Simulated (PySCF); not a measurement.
BBr2HN, doublet, SMILES `[NH]B(Br)Br`.

Level of theory: B3LYP/def2-SVPD (PySCF), at a geometry from GFN2-xTB. No frequency check shows the geometry to be a minimum. The stability of the open-shell solution wasn't checked. GFN2-xTB bond lengths at metals and heavier atoms can be off by up to 0.1 Å and shapes distorted, which carries into these values. GFN2-xTB doesn't know the spin state, so this open-shell geometry is rough.

Input script:

```python
import numpy as np
from pyscf import gto, scf, dft
from pyscf.scf import atom_ks, atom_hf
from scipy.linalg import block_diag

def solve(mol, dm0=None, hcore=None):
    mf = (dft.UKS if mol.spin else dft.RKS)(mol, xc='b3lyp')
    mf.grids.level = 3
    mf = mf.density_fit(auxbasis='def2-universal-jkfit')
    mf.conv_tol, mf.max_cycle = 1e-8, 80
    if hcore is not None:
        mf.get_hcore = lambda *args: hcore
    mf.kernel(dm0)
    if not mf.converged:
        mf = mf.newton().run(mf.mo_coeff, mf.mo_occ, max_cycle=30)
    assert mf.converged, 'SCF not converged'
    return mf

mol = gto.M(atom='''
N      0.12044    -2.02587     0.00000
B     -0.06869    -0.72772     0.00000
Br    -1.67170     0.25746     0.00000
Br     1.63327     0.32909     0.00000
H      0.84545    -2.70957     0.00000
''', basis='def2-svpd', charge=0, spin=1, verbose=4)
field = np.array([-0.0, -0.0, -0.008])  # atomic units
mol.set_common_orig(mol.atom_charges() @ mol.atom_coords() / mol.atom_charges().sum())
mf = solve(mol)
out = dict(dm0=mf.make_rdm1(), d0=mf.dip_moment(unit='AU'), e0=mf.e_tot)
for name, sign in (('p', 1), ('m', -1)):
    h = mf.get_hcore() + sign * np.einsum('x,xij->ij', field, mol.intor('int1e_r'))
    mi = solve(mol, mf.make_rdm1(), h)
    out.update({'dm' + name: mi.make_rdm1(), 'd' + name: mi.dip_moment(unit='AU'), 'e' + name: mi.e_tot})
# spherically averaged free atoms, for the promolecule
atm = atom_ks.get_atm_nrks(mol, xc='b3lyp')
pro = block_diag(*[(atm[a[0]][2] * atm[a[0]][3]) @ atm[a[0]][2].T for a in mol._atom])
np.savez('result.npz', pro=pro, **out)
```

Command:

```sh
OMP_NUM_THREADS=1 python input.py
```

The run took 77 s on 1 thread of Arm Neoverse V2, on a shared host, peak memory 0.61 GiB.

Partitions, critical points and surface values were worked out afterwards from this run's density.

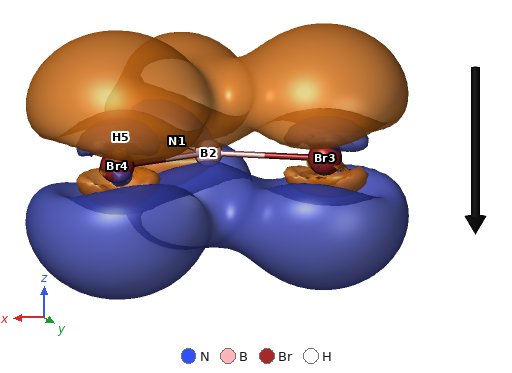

Change of the electron density in a uniform field of 0.41 V/Å along −z (arrow), surfaces at ±0.0015 e/Å³ (orange: gain, blue: loss).

What dipole is induced, and what polarisability does it imply?

Answer. The induced dipole is 1.00 D (along the field); α along this axis, from the fields in both directions, is 49 bohr³ (7.3 Å³).

Which atoms gain and lose the most charge?

Answer. Hardly any: no atom's Hirshfeld charge changes by as much as 0.002 e. The density shifts from one side of each atom to the other; 0.101 electrons are displaced in all.
